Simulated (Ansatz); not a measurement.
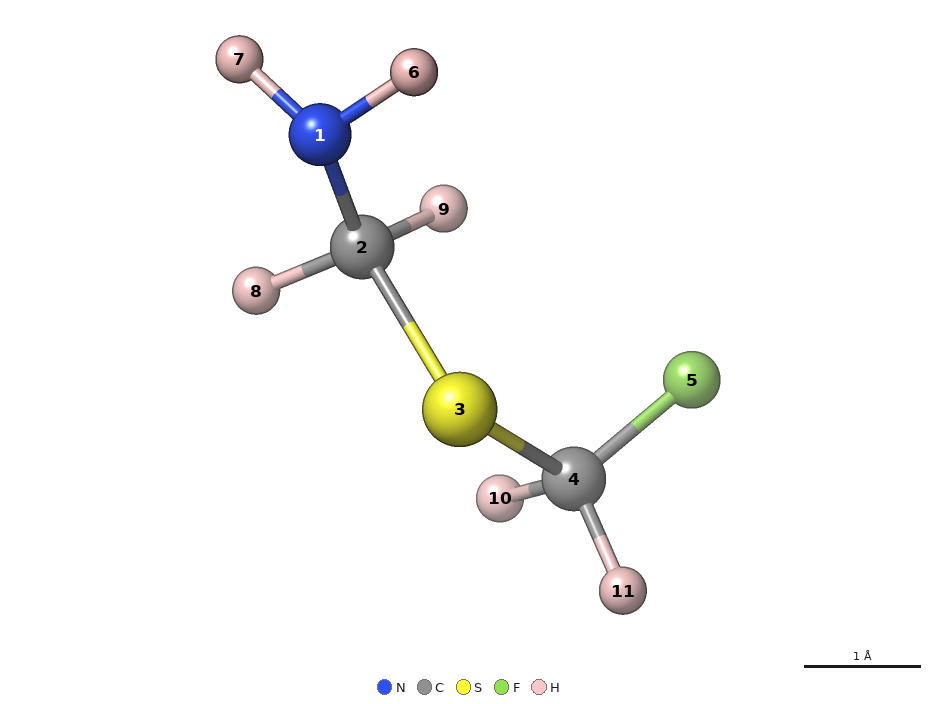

Orthographic view. Distant atoms are faded towards the background colour. The computed structure is the end point of a PBE-D4/def2-SVP optimisation. No frequency run is at hand to confirm it as a minimum.

Write a MOL file (V2000) with the atoms in numerical order, bonds sorted by atom number with the orders drawn, and coordinates in the frame of the picture: x right, y up, z towards the viewer, origin at the mean position.

```
C2H6FNS
                    3D

 11 10  0  0  0  0  0  0  0  0999 V2000
   -1.0800    1.4900    1.0500 N   0  0  0  0  0  0  0  0  0  0  0  0
   -0.7100    0.5200    0.0500 C   0  0  0  0  0  0  0  0  0  0  0  0
    0.1400   -0.9000    0.9000 S   0  0  0  0  0  0  0  0  0  0  0  0
    1.1300   -1.5000   -0.4800 C   0  0  0  0  0  0  0  0  0  0  0  0
    2.1500   -0.6400   -0.8400 F   0  0  0  0  0  0  0  0  0  0  0  0
   -0.2600    2.0300    1.3500 H   0  0  0  0  0  0  0  0  0  0  0  0
   -1.7800    2.1500    0.6800 H   0  0  0  0  0  0  0  0  0  0  0  0
   -1.6300    0.1400   -0.4400 H   0  0  0  0  0  0  0  0  0  0  0  0
   -0.0000    0.8500   -0.7500 H   0  0  0  0  0  0  0  0  0  0  0  0
    0.4900   -1.6700   -1.3700 H   0  0  0  0  0  0  0  0  0  0  0  0
    1.5500   -2.4700   -0.1500 H   0  0  0  0  0  0  0  0  0  0  0  0
  1  2  1  0
  1  6  1  0
  1  7  1  0
  2  3  1  0
  2  8  1  0
  2  9  1  0
  3  4  1  0
  4  5  1  0
  4 10  1  0
  4 11  1  0
M  END
```
